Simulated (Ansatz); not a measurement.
**Convergence study of shifted k-point meshes for CO₂ (Cm, 6 atoms in the cell)**

```
CO2
1.0
    2.64382    -2.39454     0.00000
    2.64382     2.39454     0.00000
    0.00000     0.00000     6.60693
C O
2 4
Direct
  0.00000   0.00000   0.00757
  0.50000   0.50000   0.50000
  0.80651   0.19349   0.89184
  0.19349   0.80651   0.10816
  0.69349   0.30651   0.39184
  0.30651   0.69349   0.60816
```

Computed with PBEsol, default PAW files made with PBE (plane waves; Ansatz, a program for electronic structure).

Base settings: basis.ecutwfc = 420 eV; kpoints.mp_grid.grid = 7 7 4; hamiltonian.xc = pbesol; hamiltonian.pseudopotentials = {kind: paw} (the program's default PAW files); scf.occupations.method = fermi_dirac; scf.occupations.width = 0.02 eV.

In this ladder: kpoints.mp_grid.shift = 0.5 0.5 0.5.

Shifted meshes do not hold Γ, so a gap read on them misses any band edge there.

Only quantities that move along the ladder and can be compared are tabulated.

The count of work is k-points × plane waves × bands × iterations; it is no time. Core times come from one kind of shared machine, to one figure; runs under 30 s give none.

The starting cell comes from a database of computed structures (which also holds hypothetical and non-ambient phases and stackings), without a prior relaxation at this level. Its lattice was rescaled by up to half a per cent. One atom was moved a little off its site on purpose. In the base run, forces exceed 1 eV/Å. Ansatz's pressure includes its estimate of the finite-basis (Pulay) stress.

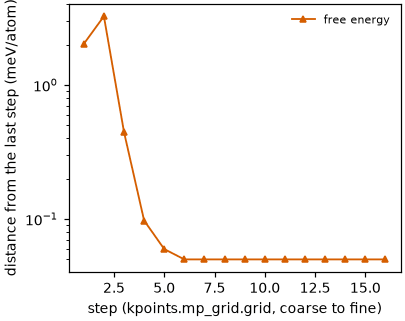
Figure. Distance from the last step along the ladder; very small values are drawn at a floor.

| kpoints.mp_grid.grid | free energy less the last step's (meV/atom) | pressure (GPa) | largest difference of a force vector from the last step's (eV/Å) | gap on the mesh (eV) | count of work / last | core time / last (rough) |
|---|---|---|---|---|---|---|
| 2 2 1 | -2.02 | 0.15 | 0.109 | 8.172 | 0.0017 | – |
| 2 2 2 | 3.25 | 0.23 | 0.060 | 7.942 | 0.0026 | – |
| 3 3 2 | 0.45 | 0.12 | 0.002 | 7.349 | 0.0052 | – |
| 4 4 2 | -0.10 | 0.11 | 0.000 | 7.205 | 0.0086 | – |
| 5 5 3 | -0.06 | 0.11 | 0.000 | 6.841 | 0.021 | – |
| 6 6 3 | -0.04 | 0.10 | 0.000 | 6.807 | 0.028 | – |
| 7 7 4 | 0.01 | 0.11 | 0.000 | 6.663 | 0.048 | – |
| 8 8 5 | 0.01 | 0.11 | 0.000 | 6.623 | 0.079 | – |
| 9 9 5 | 0.03 | 0.11 | 0.000 | 6.583 | 0.099 | – |
| 10 10 6 | 0.02 | 0.11 | 0.000 | 6.564 | 0.14 | – |
| 11 11 6 | 0.00 | 0.11 | 0.000 | 6.541 | 0.17 | – |
| 12 12 7 | 0.01 | 0.11 | 0.000 | 6.531 | 0.24 | 0.2 |
| 13 13 7 | 0.00 | 0.11 | 0.000 | 6.516 | 0.28 | 0.3 |
| 15 15 8 | 0.00 | 0.11 | 0.000 | 6.500 | 0.41 | 0.4 |
| 16 16 9 | 0.00 | 0.11 | 0.000 | 6.497 | 0.53 | 0.5 |
| 18 18 10 | 0.01 | 0.11 | 0.000 | 6.487 | 0.74 | 0.7 |
| 20 20 11 | 0.00 | 0.11 | 0.000 | 6.480 | 1.0 | 1 |

Coarsest kpoints.mp_grid.grid that holds the free energy within 1 meV/atom of the last step, with all finer ones: 3 3 2, at 0.0052 of the last step's count of work; the step before is off by 3.3 meV/atom.

Coarsest kpoints.mp_grid.grid that holds the forces within 0.005 eV/Å of the last step, with all finer ones: 3 3 2, at 0.0052 of the last step's count of work; the step before is off by 0.060 eV/Å.

Coarsest kpoints.mp_grid.grid that holds the pressure within 0.1 GPa of the last step, with all finer ones: 3 3 2, at 0.0052 of the last step's count of work; the step before is off by 0.13 GPa.

Keys are those of Ansatz 0.2.
